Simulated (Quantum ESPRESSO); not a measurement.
**Magnetic state of NiO from several starts**

Aim: find out which collinear order of NiO costs least.

Main program and level: Quantum ESPRESSO 7.5; PBE; plane waves with GBRV 1.5 PBE potentials, no spin-orbit coupling.

### Step 1. The starting structure

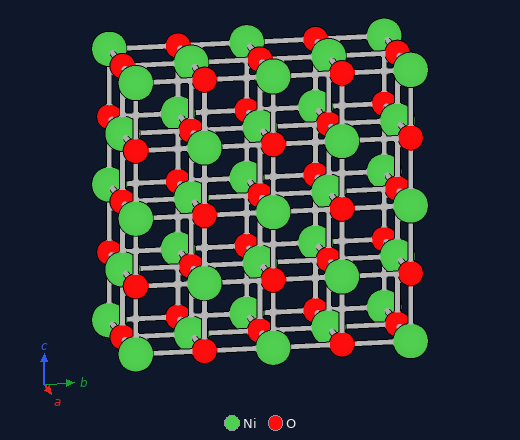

Start, viewed slightly off an axis; nickel green, oxygen red. 1×2×2 cells are drawn. This picture shows the conventional cell, with its axes. Some periodic images of atoms are drawn too.

The cell comes from the Crystallography Open Database.

### Step 2. Start 1: ferro +

The signs are those of the starting moments on the seeded atoms, the atoms that are given a moment.

Input file pw.in:

```
&CONTROL
  calculation = 'scf'
  prefix = 'pwscf'
  outdir = './tmp'
  pseudo_dir = './pseudo'
  disk_io = 'nowf'
/
&SYSTEM
  ibrav = 0
  nat = 2
  ntyp = 2
  ecutwfc = 40
  ecutrho = 280
  nbnd = 20
  occupations = 'smearing'
  smearing = 'fd'
  degauss = 0.00734986
  nspin = 2
  starting_magnetization(1) = 0.1111
  starting_magnetization(2) = 0
/
&ELECTRONS
  conv_thr = 4d-09
  electron_maxstep = 150
  mixing_beta = 0.3
/
ATOMIC_SPECIES
Ni     58.6934 ni_pbe_v1.4.uspp.F.UPF
O      15.9990 o_pbe_v1.2.uspp.F.UPF
CELL_PARAMETERS bohr
   0.0000000000    3.9417828252    3.9417828252
   3.9417828252    0.0000000000    3.9417828252
   3.9417828252    3.9417828252    0.0000000000
ATOMIC_POSITIONS crystal
Ni      0.0000000000    0.0000000000    0.0000000000
O       0.5000000000    0.5000000000    0.5000000000
K_POINTS automatic
8 8 8 0 0 0
```

The run is started by

```
> OMP_NUM_THREADS=1 mpirun -n 2 pw.x -nk 2 -in pw.in > pw.out
```

The program printed:

```text
Program PWSCF v.7.5 starts

     Message from routine setup:
     using ibrav=0 with symmetry is DISCOURAGED, use correct ibrav instead

     K-points division:     npool     =       2
     Subspace diagonalization in iterative solution of the eigenvalue problem:

     G-vector sticks info
     --------------------
     sticks:   dense  smooth     PW     G-vecs:    dense   smooth      PW
     Sum         595     349    121                 9721     4279     869

     Using Slab Decomposition

     bravais-lattice index     =            0
     lattice parameter (alat)  =       5.5745  a.u.
     unit-cell volume          =     122.4921 (a.u.)^3
     number of atoms/cell      =            2
     number of atomic types    =            2
     number of electrons       =        24.00
     number of Kohn-Sham states=           20
     kinetic-energy cutoff     =      40.0000  Ry
     charge density cutoff     =     280.0000  Ry
     scf convergence threshold =      4.0E-09
     mixing beta               =       0.3000
     number of iterations used =            8  plain     mixing
     Exchange-correlation= SLA  PW   PBE  PBE
                           (   1   4   3   4   0   0   0)

     celldm(1)=   5.574523  celldm(2)=   0.000000  celldm(3)=   0.000000
     celldm(4)=   0.000000  celldm(5)=   0.000000  celldm(6)=   0.000000

     crystal axes: (cart. coord. in units of alat)
               a(1) = (   0.000000   0.707107   0.707107 )
               a(2) = (   0.707107   0.000000   0.707107 )
               a(3) = (   0.707107   0.707107   0.000000 )

     reciprocal axes: (cart. coord. in units 2 pi/alat)
               b(1) = ( -0.707107  0.707107  0.707107 )
               b(2) = (  0.707107 -0.707107  0.707107 )
               b(3) = (  0.707107  0.707107 -0.707107 )

     PseudoPot. # 1 for Ni read from file:
     ni_pbe_v1.4.uspp.F.UPF
     Pseudo is Ultrasoft + core correction, Zval = 18.0
     Generated by new atomic code, or converted to UPF format
     Using radial grid of  865 points,  6 beta functions with:
                l(1) =   0
                l(2) =   0
                l(3) =   1
                l(4) =   1
                l(5) =   2
                l(6) =   2
     Q(r) pseudized with 10 coefficients,  rinner =    0.980   0.980   0.980
                                                       0.980   0.980

     PseudoPot. # 2 for O  read from file:
     o_pbe_v1.2.uspp.F.UPF
     Pseudo is Ultrasoft + core correction, Zval =  6.0
     Generated by new atomic code, or converted to UPF format
     Using radial grid of  737 points,  5 beta functions with:
                l(1) =   0
                l(2) =   0
                l(3) =   1
                l(4) =   1
                l(5) =   2
     Q(r) pseudized with  8 coefficients,  rinner =    0.900   0.900   0.900
                                                       0.900   0.900

     atomic species   valence    mass     pseudopotential
     Ni               18.00    58.69340     Ni( 1.00)
     O                 6.00    15.99900     O ( 1.00)

     Starting magnetic structure
     atomic species   magnetization
     Ni              0.111
     O               0.000

     48 Sym. Ops., with inversion, found

   Cartesian axes

     site n.     atom                  positions (alat units)
         1        Ni     tau(   1) = (   0.0000000   0.0000000   0.0000000  )
         2        O      tau(   2) = (   0.7071068   0.7071068   0.7071068  )

     number of k points=    29  Fermi-Dirac smearing, width (Ry)=  0.0073
                       cart. coord. in units 2pi/alat
        k(    1) = (   0.0000000   0.0000000   0.0000000), wk =   0.0019531
        k(    2) = (   0.0883883   0.0883883  -0.0883883), wk =   0.0156250
        k(    3) = (   0.1767767   0.1767767  -0.1767767), wk =   0.0156250
        k(    4) = (   0.2651650   0.2651650  -0.2651650), wk =   0.0156250
        k(    5) = (  -0.3535534  -0.3535534   0.3535534), wk =   0.0078125
        [... 24 further k-points ...]

     Dense  grid:     9721 G-vectors     FFT dimensions: (  30,  30,  30)

     Smooth grid:     4279 G-vectors     FFT dimensions: (  24,  24,  24)

     Check: negative core charge=   -0.000014
     Generating pointlists ...
     new r_m :   0.2917 (alat units)  1.6260 (a.u.) for type    1
     new r_m :   0.2917 (alat units)  1.6260 (a.u.) for type    2

     Initial potential from superposition of free atoms

     starting charge      22.0000, renormalised to      24.0000
     Starting wfcs are   17 randomized atomic wfcs +    3 random wfcs

     Self-consistent Calculation

     iteration #  1     ecut=    40.00 Ry     beta= 0.30
     Davidson diagonalization with overlap
     ethr =  1.00E-02,  avg # of iterations =  5.9

     total energy              =    -365.56648006 Ry
     estimated scf accuracy    <      32.91176999 Ry

     total magnetization       =     1.30 Bohr mag/cell
     absolute magnetization    =     1.30 Bohr mag/cell

     iteration #  2     ecut=    40.00 Ry     beta= 0.30
     Davidson diagonalization with overlap
     ethr =  1.00E-02,  avg # of iterations =  3.1

     total energy              =    -374.42638766 Ry
     estimated scf accuracy    <      12.69463541 Ry

     total magnetization       =     0.10 Bohr mag/cell
     absolute magnetization    =     0.12 Bohr mag/cell

     iteration #  3     ecut=    40.00 Ry     beta= 0.30
     Davidson diagonalization with overlap
     ethr =  1.00E-02,  avg # of iterations =  2.1

     total energy              =    -375.43694820 Ry
     estimated scf accuracy    <       0.29605551 Ry

     total magnetization       =     0.74 Bohr mag/cell
     absolute magnetization    =     0.74 Bohr mag/cell

     [... further iterations left out ...]

     iteration # 13     ecut=    40.00 Ry     beta= 0.30
     Davidson diagonalization with overlap
     ethr =  8.50E-09,  avg # of iterations =  2.5

     total energy              =    -375.50121113 Ry
     estimated scf accuracy    <       0.00000039 Ry

     total magnetization       =     1.33 Bohr mag/cell
     absolute magnetization    =     1.34 Bohr mag/cell

     iteration # 14     ecut=    40.00 Ry     beta= 0.30
     Davidson diagonalization with overlap
     ethr =  1.63E-09,  avg # of iterations =  1.6

     total energy              =    -375.50121269 Ry
     estimated scf accuracy    <       0.00000029 Ry

     total magnetization       =     1.33 Bohr mag/cell
     absolute magnetization    =     1.34 Bohr mag/cell

     iteration # 15     ecut=    40.00 Ry     beta= 0.30
     Davidson diagonalization with overlap
     ethr =  1.19E-09,  avg # of iterations =  2.0

     total energy              =    -375.50121418 Ry
     estimated scf accuracy    <       0.00000003 Ry

     total magnetization       =     1.32 Bohr mag/cell
     absolute magnetization    =     1.33 Bohr mag/cell

     iteration # 16     ecut=    40.00 Ry     beta= 0.30
     Davidson diagonalization with overlap
     ethr =  1.45E-10,  avg # of iterations =  2.0

     Magnetic moment per site  (integrated on atomic sphere of radius R)
     atom   1 (R=0.292)  charge= 15.6901  magn=  1.0988
     atom   2 (R=0.292)  charge=  5.6524  magn=  0.1915

     End of self-consistent calculation

     [... lines left out ...]
     the Fermi energy is    14.3541 ev

!    total energy              =    -375.50121500 Ry
     estimated scf accuracy    <          2.1E-09 Ry
     smearing contrib. (-TS)   =      -0.00440423 Ry
     internal energy E=F+TS    =    -375.49681078 Ry

     The total energy is F=E-TS. E is the sum of the following terms:
     one-electron contribution =    -216.47078603 Ry
     hartree contribution      =     123.08045090 Ry
     xc contribution           =     -42.88316815 Ry
     ewald contribution        =    -239.22330750 Ry

     total magnetization       =     1.33 Bohr mag/cell
     absolute magnetization    =     1.33 Bohr mag/cell

     convergence has been achieved in  16 iterations

=------------------------------------------------------------------------------=
   JOB DONE.
=------------------------------------------------------------------------------=
```

It took 8.2 s on 2 MPI ranks of Arm Neoverse V2, shared host; peak memory 0.14 GiB; 16 s of CPU time.

Spin moment in the atom's sphere by atom:

| atom | spin moment in the atom's sphere (μB) |
| --- | --- |
| Ni1 | 1.10 |
| O2 | 0.19 |

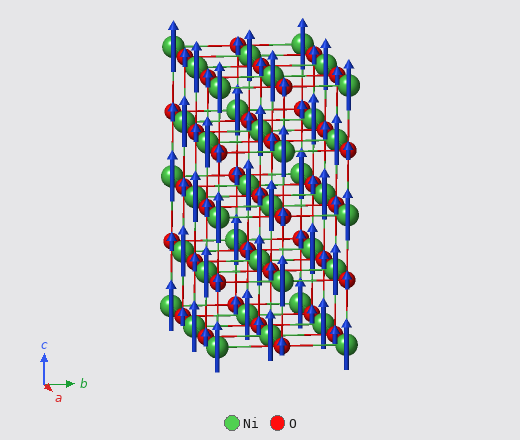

Spin moment in the atom's sphere as arrows, the longest 1.10 μB. Up and down stand for the sign. Arrows give size and sign along the axis of quantisation, drawn up and down the page. Each arrow also spans its atom, so small moments look longer than they are. 2×1×2 conventional cells are drawn. Some periodic images of atoms are drawn too.

Numbers from this step:

```
smearing term TS       : 0.05992 eV
magnetization          : 1.325 μB
absolute magnetization : 1.335 μB
final state            : ferromagnetic
```

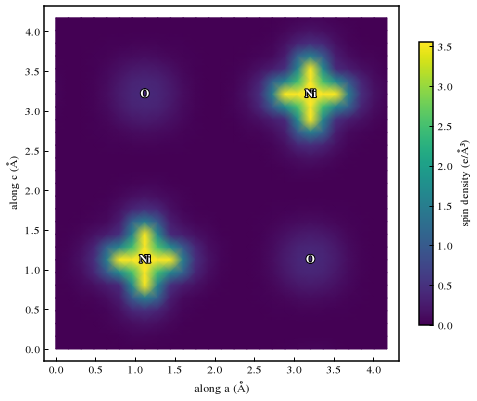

Spin density in the ac plane of the conventional cell at fractional y = 0.000, with atoms of Ni and O within 0.2 Å of it. The map starts off the cell's origin, so that atoms lie inside it.

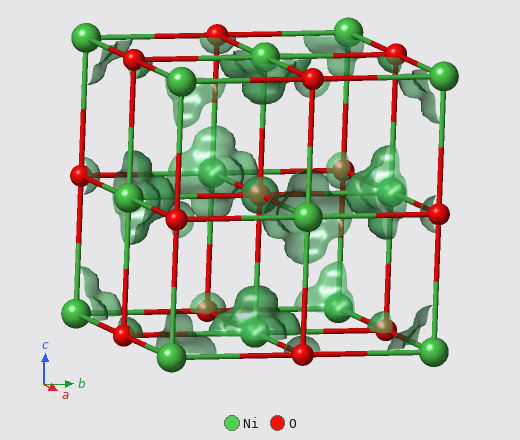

Surface of spin density = 0.29 e/Å³, which holds about 70 % of the integral of its size.

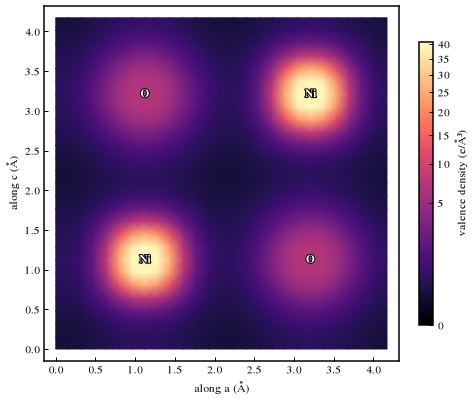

Valence density in the ac plane of the conventional cell at fractional y = 0.000, with atoms of Ni and O within 0.2 Å of it. It is the smooth field of the valence electrons, not physical close to the nuclei. The map starts off the cell's origin, so that atoms lie inside it. The colour scale is stretched toward low values.

### Step 3. Run 2 (antiferro q=(0,1/2,1/2) +−)

The cell is doubled to 4 atoms to hold this order. The wavevector q is in fractions of the reciprocal vectors of the crystal's primitive cell, as the cells of these inputs are built from it; moments change sign between cells as cos(2π q·R).

Input file pw.in:

```
&CONTROL
  calculation = 'scf'
  prefix = 'pwscf'
  outdir = './tmp'
  pseudo_dir = './pseudo'
  disk_io = 'nowf'
/
&SYSTEM
  ibrav = 0
  nat = 4
  ntyp = 3
  ecutwfc = 40
  ecutrho = 280
  nbnd = 33
  occupations = 'smearing'
  smearing = 'fd'
  degauss = 0.00734986
  nspin = 2
  starting_magnetization(1) = 0.1111
  starting_magnetization(2) = -0.1111
  starting_magnetization(3) = 0
/
&ELECTRONS
  conv_thr = 8d-09
  electron_maxstep = 150
  mixing_beta = 0.3
/
ATOMIC_SPECIES
Ni1    58.6934 ni_pbe_v1.4.uspp.F.UPF
Ni2    58.6934 ni_pbe_v1.4.uspp.F.UPF
O      15.9990 o_pbe_v1.2.uspp.F.UPF
CELL_PARAMETERS bohr
   0.0000000000    3.9417828252    3.9417828252
   7.8835656503    0.0000000000    7.8835656503
   7.8835656503    3.9417828252    3.9417828252
ATOMIC_POSITIONS crystal
Ni1     0.0000000000    0.0000000000    0.0000000000
Ni2     0.0000000000    0.5000000000    0.0000000000
O       0.5000000000    0.0000000000    0.5000000000
O       0.5000000000    0.5000000000    0.5000000000
K_POINTS automatic
8 4 8 0 0 0
```

The program printed:

```text
[banner, memory and clock lines left out]
Program PWSCF v.7.5 starts

     Message from routine setup:
     using ibrav=0 with symmetry is DISCOURAGED, use correct ibrav instead

     bravais-lattice index     =            0
     lattice parameter (alat)  =       5.5745  a.u.
     unit-cell volume          =     244.9842 (a.u.)^3
     number of atoms/cell      =            4
     number of atomic types    =            3
     number of electrons       =        48.00
     number of Kohn-Sham states=           33
     kinetic-energy cutoff     =      40.0000  Ry
     charge density cutoff     =     280.0000  Ry
     scf convergence threshold =      8.0E-09
     mixing beta               =       0.3000
     number of iterations used =            8  plain     mixing
     Exchange-correlation= SLA  PW   PBE  PBE
                           (   1   4   3   4   0   0   0)

     celldm(1)=   5.574523  celldm(2)=   0.000000  celldm(3)=   0.000000
     celldm(4)=   0.000000  celldm(5)=   0.000000  celldm(6)=   0.000000

     crystal axes: (cart. coord. in units of alat)
               a(1) = (   0.000000   0.707107   0.707107 )
               a(2) = (   1.414214   0.000000   1.414214 )
               a(3) = (   1.414214   0.707107   0.707107 )

     reciprocal axes: (cart. coord. in units 2 pi/alat)
               b(1) = ( -0.707107  0.707107  0.707107 )
               b(2) = (  0.000000 -0.707107  0.707107 )
               b(3) = (  0.707107  0.707107 -0.707107 )

     PseudoPot. # 1 for Ni read from file:
     ni_pbe_v1.4.uspp.F.UPF
     Pseudo is Ultrasoft + core correction, Zval = 18.0

     PseudoPot. # 2 for Ni read from file:
     ni_pbe_v1.4.uspp.F.UPF
     Pseudo is Ultrasoft + core correction, Zval = 18.0

     PseudoPot. # 3 for O  read from file:
     o_pbe_v1.2.uspp.F.UPF
     Pseudo is Ultrasoft + core correction, Zval =  6.0

     atomic species   valence    mass     pseudopotential
     Ni1              18.00    58.69340     Ni( 1.00)
     Ni2              18.00    58.69340     Ni( 1.00)
     O                 6.00    15.99900     O ( 1.00)

     Starting magnetic structure
     atomic species   magnetization
     Ni1             0.111
     Ni2            -0.111
     O               0.000

     16 Sym. Ops., with inversion, found

   Cartesian axes

     site n.     atom                  positions (alat units)
         1        Ni1    tau(   1) = (   0.0000000   0.0000000   0.0000000  )
         2        Ni2    tau(   2) = (   0.7071068   0.0000000   0.7071068  )
         3        O      tau(   3) = (   0.7071068   0.7071068   0.7071068  )
         4        O      tau(   4) = (   1.4142136   0.7071068   1.4142136  )

     number of k points=    39  Fermi-Dirac smearing, width (Ry)=  0.0073
                       cart. coord. in units 2pi/alat
        k(    1) = (   0.0000000   0.0000000   0.0000000), wk =   0.0039062
        k(    2) = (   0.0883883   0.0883883  -0.0883883), wk =   0.0312500
        k(    3) = (   0.1767767   0.1767767  -0.1767767), wk =   0.0312500
        k(    4) = (   0.2651650   0.2651650  -0.2651650), wk =   0.0312500
        k(    5) = (  -0.3535534  -0.3535534   0.3535534), wk =   0.0078125
        [... 34 further k-points ...]

     Dense  grid:    19361 G-vectors     FFT dimensions: (  30,  60,  54)

     Smooth grid:     8463 G-vectors     FFT dimensions: (  24,  45,  40)

     Check: negative core charge=   -0.000015
     Generating pointlists ...
     new r_m :   0.2917 (alat units)  1.6260 (a.u.) for type    1
     new r_m :   0.2917 (alat units)  1.6260 (a.u.) for type    2
     new r_m :   0.2917 (alat units)  1.6260 (a.u.) for type    3

     Initial potential from superposition of free atoms

     starting charge      44.0000, renormalised to      48.0000
     Starting wfcs are   34 randomized atomic wfcs

     Self-consistent Calculation

     iteration #  1     ecut=    40.00 Ry     beta= 0.30
     Davidson diagonalization with overlap
     ethr =  1.00E-02,  avg # of iterations =  3.7

     total energy              =    -731.51422866 Ry
     estimated scf accuracy    <      64.95027219 Ry

     total magnetization       =     0.00 Bohr mag/cell
     absolute magnetization    =     2.33 Bohr mag/cell

     iteration #  2     ecut=    40.00 Ry     beta= 0.30
     Davidson diagonalization with overlap
     ethr =  1.00E-02,  avg # of iterations =  3.0

     total energy              =    -748.82945650 Ry
     estimated scf accuracy    <      25.07931701 Ry

     total magnetization       =    -0.00 Bohr mag/cell
     absolute magnetization    =     0.20 Bohr mag/cell

     [... further iterations left out ...]

     iteration # 19     ecut=    40.00 Ry     beta= 0.30
     Davidson diagonalization with overlap
     ethr =  1.18E-10,  avg # of iterations =  1.7

     total energy              =    -750.99980100 Ry
     estimated scf accuracy    <       0.00000001 Ry

     total magnetization       =     0.00 Bohr mag/cell
     absolute magnetization    =     1.68 Bohr mag/cell

     iteration # 20     ecut=    40.00 Ry     beta= 0.30
     Davidson diagonalization with overlap
     ethr =  2.97E-11,  avg # of iterations =  2.0

     Magnetic moment per site  (integrated on atomic sphere of radius R)
     atom   1 (R=0.292)  charge= 15.7054  magn=  0.7604
     atom   2 (R=0.292)  charge= 15.7054  magn= -0.7602
     atom   3 (R=0.292)  charge=  5.6377  magn= -0.0438
     atom   4 (R=0.292)  charge=  5.6377  magn=  0.0439

     End of self-consistent calculation

     [... lines left out ...]
     the Fermi energy is    14.3444 ev

!    total energy              =    -750.99980102 Ry
     estimated scf accuracy    <          1.8E-09 Ry
     smearing contrib. (-TS)   =      -0.00879547 Ry
     internal energy E=F+TS    =    -750.99100555 Ry

     The total energy is F=E-TS. E is the sum of the following terms:
     one-electron contribution =    -433.18202875 Ry
     hartree contribution      =     246.35724699 Ry
     xc contribution           =     -85.71960877 Ry
     ewald contribution        =    -478.44661501 Ry

     total magnetization       =     0.00 Bohr mag/cell
     absolute magnetization    =     1.68 Bohr mag/cell

     convergence has been achieved in  20 iterations
```

Wall time 60 s (2 MPI ranks); peak memory 0.23 GiB; 2 min of CPU time.

Spin moment in the atom's sphere by atom:

| atom | spin moment in the atom's sphere (μB) |
| --- | --- |
| Ni1 | 0.760 |
| Ni2 | -0.760 |
| O3 | -0.044 |
| O4 | 0.044 |

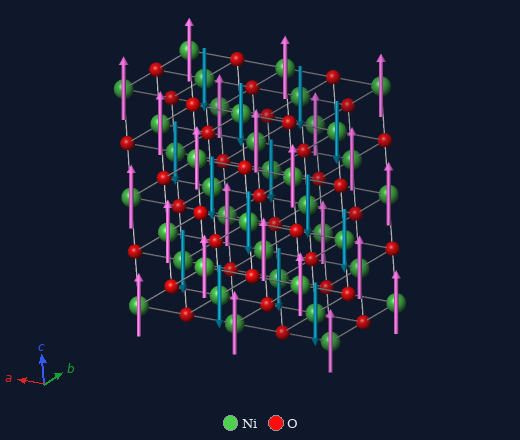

Spin moment in the atom's sphere as arrows, the longest 0.760 μB. Up and down stand for the sign. Arrows give size and sign along the axis of quantisation, drawn up and down the page. The two directions have two colours. 2×1×2 conventional cells are drawn. Some periodic images of atoms are drawn too.

This step gave:

```
smearing term TS       : 0.1197 eV
magnetization          : 0 μB
absolute magnetization : 1.684 μB
final state            : antiferromagnetic
```

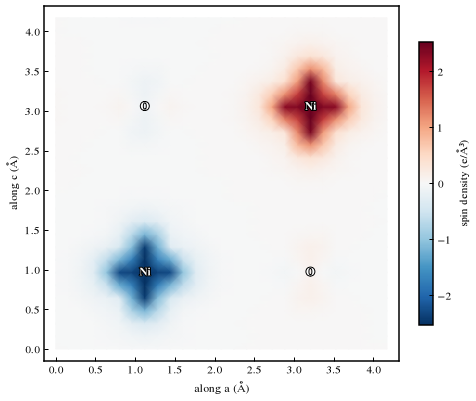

Spin density in the ac plane of the conventional cell at fractional y = 0.000, with atoms of Ni and O within 0.2 Å of it. The map starts off the cell's origin, so that atoms lie inside it.

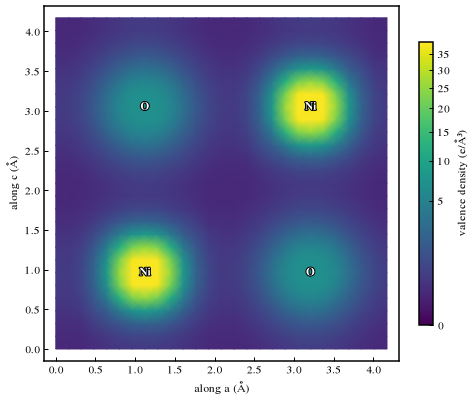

Valence density in the ac plane of the conventional cell at fractional y = 0.000, with atoms of Ni and O within 0.2 Å of it. It is the smooth field of the valence electrons, not physical close to the nuclei. The map starts off the cell's origin, so that atoms lie inside it. The colour scale is stretched toward low values.

(Part 1 of 2 ends here.)

[Logs and program files are shortened in this print: banners, set-up blocks, solver, clock and traceback lines can be left out without a mark of their own.]

[Logs are printed without paths, hosts, clocks, repeated set-up lines and the standing remarks that a program may print on its own settings, such as how far it seeks lower states.]

[Hosts, paths, dates, database ids (printed as entryN), source tags and the programs' standing remarks are cut or masked in the printed files.]

[Where a cell is said to come from a database of computed structures, the database is the Materials Project.]
